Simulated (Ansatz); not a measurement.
Electronic density of states of amorphous Al$_{28}$O$_{45}$Mo, density 3.18 g/cm³, on a 2×2×2 Γ-centred mesh with a Gaussian width of 0.1 eV; energies count from the Fermi level, whose place inside the gap is arbitrary. Cell and mesh are small, so fine structure isn't converged. These are PBE, scalar-relativistic without spin-orbit coupling (plane waves to 420 eV, PAW; Ansatz, a program for electronic structure) values and carry that method's errors. Sampling: a 2×2×2 Γ-centred mesh; Fermi-Dirac width 0.02 eV; no spin polarisation. At PBE the levels at both edges of the gap are localised (band-tail or defect states), and the nearest spread-out levels lie 4.2 eV apart at the zone centre.

Preparation: random packing, a CHGNet melt and quench, and a DFT relaxation. O atoms were pushed apart under 1.9 Å during the dynamics, to hinder bonds among them. The hot cell started wider than the set density and was brought back towards it in steps. It is the lowest in DFT energy of 2 quenches. It is a model cell: composition and starting density were chosen by hand, and all elements were melted together. No dispersion term was used. Its density started from a set value of 3.18 and ended at 3.18 g/cm³. The quench (nominally 340 K/ps over its main leg) was far faster than any real one, so the model tends to hold more defects than a real film. A cell of this size samples the disorder only roughly. The volume was held where the preparation left it and the shape relaxed, at a PBE pressure of -1.0 GPa (tension). Stress components on the final sampling reach 1.1 GPa.

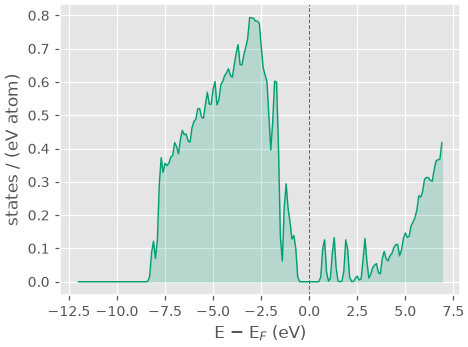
Figure. Density of states per atom

The gap between localised states on this mesh is 1.51 eV; the broadening fills part of it in the curve.
